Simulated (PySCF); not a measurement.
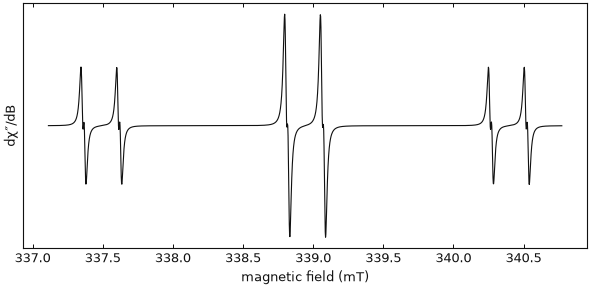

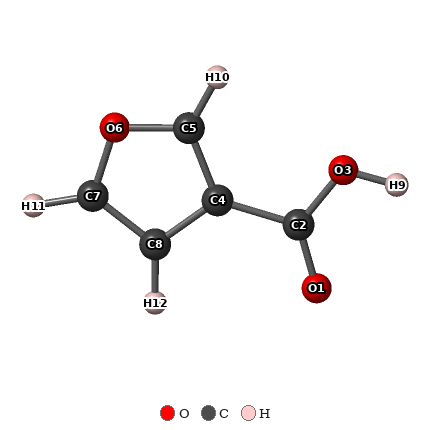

First-order isotropic EPR spectrum (fast tumbling, first derivative) of C₅H₄O₃⁺, SMILES O=C(O)C1=CO[CH][CH+]1, doublet at 9.50 GHz, Lorentzian lines of 0.03 mT full width at half height, from computed g and hyperfine couplings (B3LYP/pcH-1, PySCF, at a GFN2-xTB geometry (no frequency check), gas phase); values of one conformer, averaged over methyl-type rotors alone; other conformers aren't averaged in; no vibrational averaging; dilute isotopes left out. The SMILES is one Lewis form and needn't show where the spin sits.

**Which couplings does the calculation give? The spectrum shows the sizes of those above the line width, not their signs.**

| nuclei | isotope | a (mT) | a (MHz) |
| --- | --- | --- | --- |
| H11 | ¹H | −1.46 | −40.8 |
| H10 | ¹H | −1.45 | −40.7 |
| H12 | ¹H | −0.25 | −7.1 |
| H9 | ¹H | −0.02 | −0.6 |

**What is the g value, and how wide is the spectrum?**

g_iso = 2.0026, which centres the spectrum at 338.9 mT; it spans 3.2 mT.

Note: the tight-binding geometry is rougher than a DFT one and adds to the error.
